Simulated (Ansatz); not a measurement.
Potential energy curve for SAl (cation, charge +1), lowest triplet found (which spin is the ground state isn't settled by this scan).

- UCCSD = CCSD on UHF/cc-pVDZ, frozen core (Ansatz, a first-principles code)
- UKS-PBE = unrestricted PBE/cc-pVDZ run with Ansatz
- ROCCSDT(Q) = CCSDT(Q)/B on ROHF/cc-pVDZ, frozen core (Ansatz)

Energies are in mEh, each relative to the lowest point of its own curve between 1.89 and 2.45 Å, where full CI is lowest.

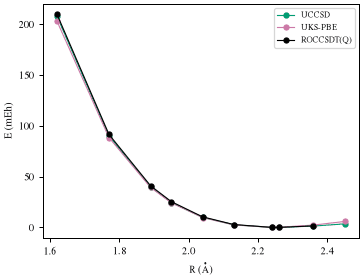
Energy against bond length for each method.

```csv
R / Å,UCCSD,UKS-PBE,ROCCSDT(Q)
1.62,207.7,202.9,209.6
1.77,89.9,88.4,91.4
1.89,39.9,39.3,40.9
1.95,24.5,24.2,25.3
2.04,9.9,9.7,10.4
2.13,2.6,2.4,2.8
2.24,0.0,0.0,0.0
2.26,0.0,0.1,0.0
2.36,1.3,2.3,1.5
2.45,3.5,5.8,—
```

At the longest distance, 2.45 Å, UKS-PBE lies highest above its minimum (5.8 mEh) and UCCSD lowest (3.5 mEh).

Dashes: no converged value, or the column stops at the first point that the program doubted or that broke a chosen test of continuity, which isn't proof of a fault.

The scan ran from 1.62 to 7.75 Å; beyond the distances shown full CI changes its symmetry label.
